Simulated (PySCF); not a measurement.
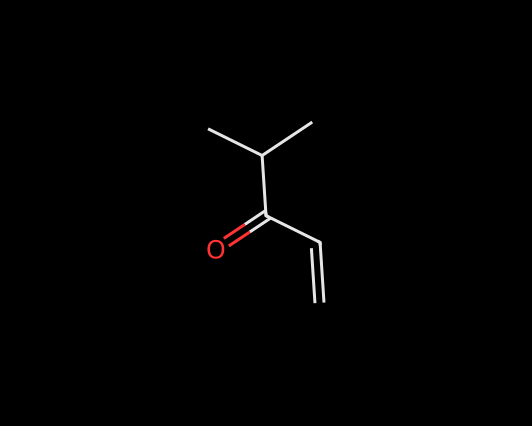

2D structure.

**Transcribe the drawing into SMILES.**

C=CC(=O)C(C)C

**What is the molecular formula?**

C6H10O.

**An optimisation with PBE0-D3(BJ)/def2-TZVP gave a structure of which point group?**

C1. Other conformers may differ.

More results for the same structure follow; atom numbers are the same in all pictures, views and colours differ. Computed geometry: PBE0-D3(BJ)/def2-TZVP optimisation. No frequency run is at hand to confirm it as a minimum.

**Shape**

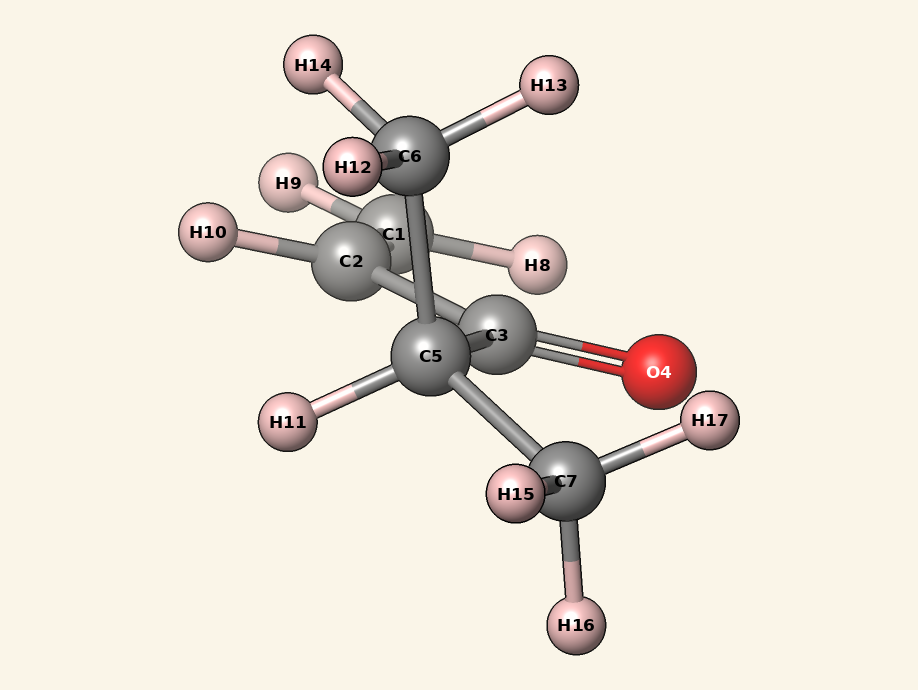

C3 lies behind C5. The molecule seen a little off the C5–C3 bond, C5 in front. Depth is shown by fading: the farther an atom, the more it takes the colour of the background. No frequency run is at hand to confirm it as a minimum.

**What is the torsion angle C6–C5–C3–O4? The sign is positive where the front bond must turn clockwise to cover the back bond.**

107°, anticlinal.

**NMR shielding**

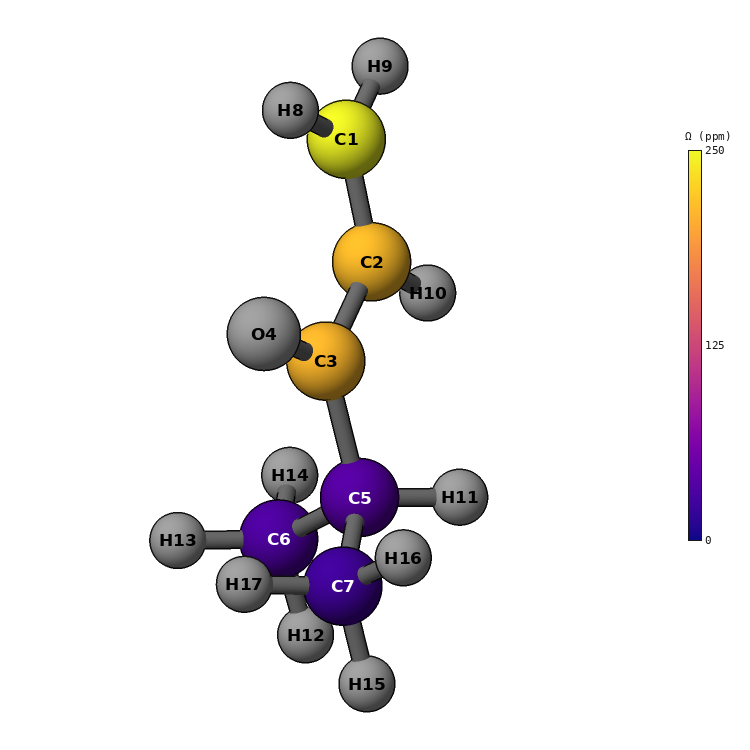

The C atoms are coloured by the span of their shielding tensor. No frequency run is at hand to confirm it as a minimum. Method: GIAO B97-2/pcSseg-2 NMR shielding, non-relativistic, gas phase (PySCF 2.14.0). Principal shieldings σ11 ≤ σ22 ≤ σ33, span Ω = σ33 − σ11, skew κ = 3(σiso − σ22)/Ω.

**Which C atom has the most anisotropic shielding?**

C1, with a span of 247 ppm.

Give the shielding tensors of the C atoms.

```json
{"atom": "C1", "σ11": "−71.7", "σ22": "39.6", "σ33": "175.6", "σiso": "47.8", "Ω": "247.3", "κ": "0.10"}
{"atom": "C2", "σ11": "−71.3", "σ22": "61.6", "σ33": "143.0", "σiso": "44.4", "Ω": "214.3", "κ": "−0.24"}
{"atom": "C3", "σ11": "−116.0", "σ22": "−48.2", "σ33": "95.1", "σiso": "−23.0", "Ω": "211.1", "κ": "0.36"}
{"atom": "C5", "σ11": "122.2", "σ22": "132.8", "σ33": "160.6", "σiso": "138.6", "Ω": "38.4", "κ": "0.45"}
{"atom": "C6", "σ11": "150.6", "σ22": "156.7", "σ33": "184.1", "σiso": "163.8", "Ω": "33.5", "κ": "0.63"}
{"atom": "C7", "σ11": "157.2", "σ22": "160.6", "σ33": "182.9", "σiso": "166.9", "Ω": "25.7", "κ": "0.74"}
```

Shieldings and span in ppm.

**Charges**

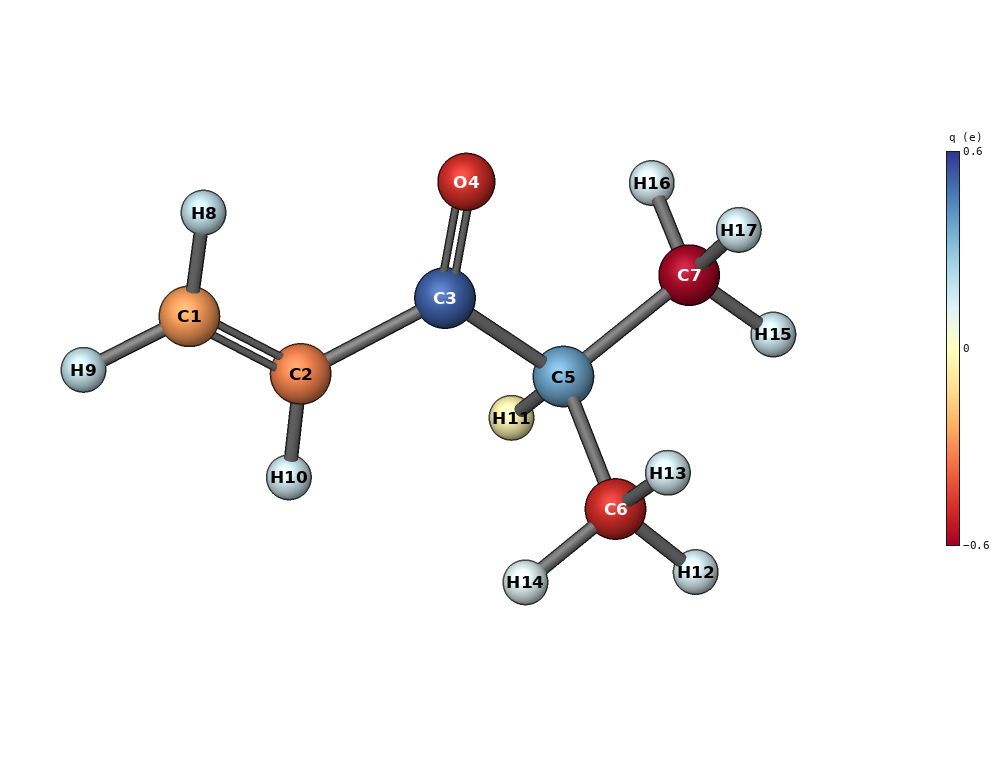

Atoms are coloured by their ESP-fitted charges. No frequency run is at hand to confirm it as a minimum. Level of theory: PBE0/pcSseg-2, gas phase (PySCF 2.14.0).

List the ESP-fitted charges.

```json
{"atom": "C1", "value (e)": "−0.27"}
{"atom": "C2", "value (e)": "−0.32"}
{"atom": "C3", "value (e)": "0.51"}
{"atom": "O4", "value (e)": "−0.48"}
{"atom": "C5", "value (e)": "0.37"}
{"atom": "C6", "value (e)": "−0.49"}
{"atom": "C7", "value (e)": "−0.58"}
{"atom": "H8", "value (e)": "0.18"}
{"atom": "H9", "value (e)": "0.17"}
{"atom": "H10", "value (e)": "0.15"}
{"atom": "H11", "value (e)": "−0.03"}
{"atom": "H12", "value (e)": "0.13"}
{"atom": "H13", "value (e)": "0.14"}
{"atom": "H14", "value (e)": "0.11"}
{"atom": "H15", "value (e)": "0.15"}
{"atom": "H16", "value (e)": "0.13"}
{"atom": "H17", "value (e)": "0.15"}
```

**Levels of theory compared**

No frequency run is at hand to confirm it as a minimum. Program: PySCF 2.14.0.

Compare dipole (D), HOMO–LUMO gap (eV) at these levels: B97-2/pcSseg-2; KT3/pcSseg-2; PBE0/pcSseg-2; WP04/pcSseg-2 in chloroform (IEF-PCM); ωB97X-D/pcSseg-2; ωB97X-D/pcSseg-2 in chloroform (IEF-PCM).

```json
{"level": "B97-2/pcSseg-2", "dipole (D)": "2.70", "HOMO–LUMO gap (eV)": "5.22"}
{"level": "KT3/pcSseg-2", "dipole (D)": "2.57", "HOMO–LUMO gap (eV)": "3.21"}
{"level": "PBE0/pcSseg-2", "dipole (D)": "2.71", "HOMO–LUMO gap (eV)": "5.56"}
{"level": "WP04/pcSseg-2 in chloroform (IEF-PCM)", "dipole (D)": "3.54", "HOMO–LUMO gap (eV)": "4.65"}
{"level": "ωB97X-D/pcSseg-2", "dipole (D)": "2.74", "HOMO–LUMO gap (eV)": "9.30"}
{"level": "ωB97X-D/pcSseg-2 in chloroform (IEF-PCM)", "dipole (D)": "3.50", "HOMO–LUMO gap (eV)": "9.40"}
```

**Bond orders**

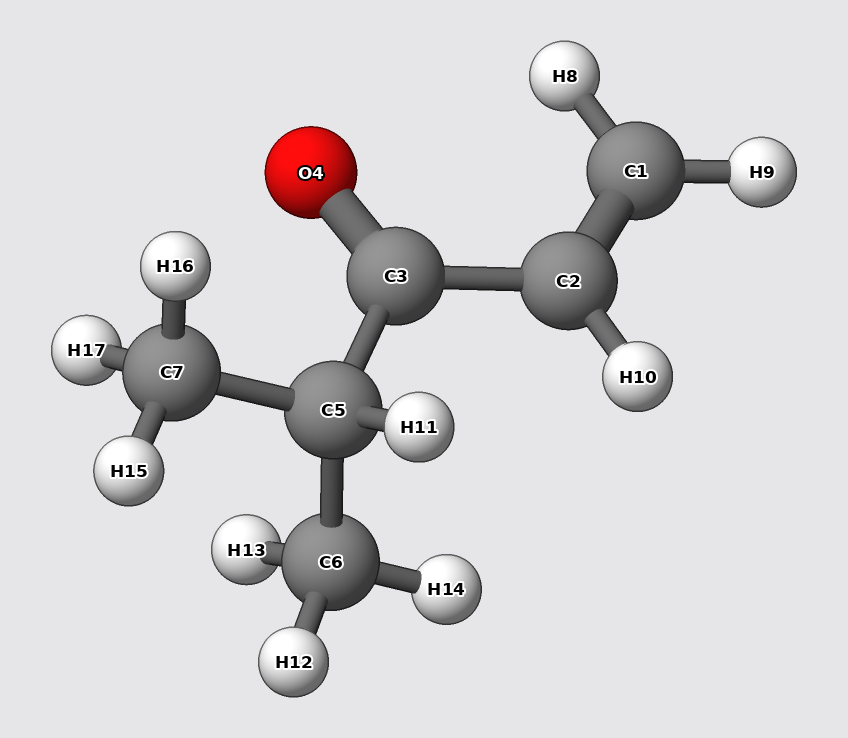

The thickness of each stick grows with its Mayer bond order. No frequency run is at hand to confirm it as a minimum. Computed with PBE0/pcSseg-2 (PySCF 2.14.0).

List the Mayer bond orders of C1–C2, C2–C3, C3–O4, C3–C5, C5–C6, C5–C7 (bonds between heavy atoms, one of each equivalent set).

| bond | Mayer order | length (Å) |
| --- | --- | --- |
| C1–C2 | 1.91 | 1.327 |
| C2–C3 | 1.00 | 1.490 |
| C3–O4 | 1.96 | 1.209 |
| C3–C5 | 0.94 | 1.516 |
| C5–C6 | 0.96 | 1.531 |
| C5–C7 | 1.00 | 1.515 |
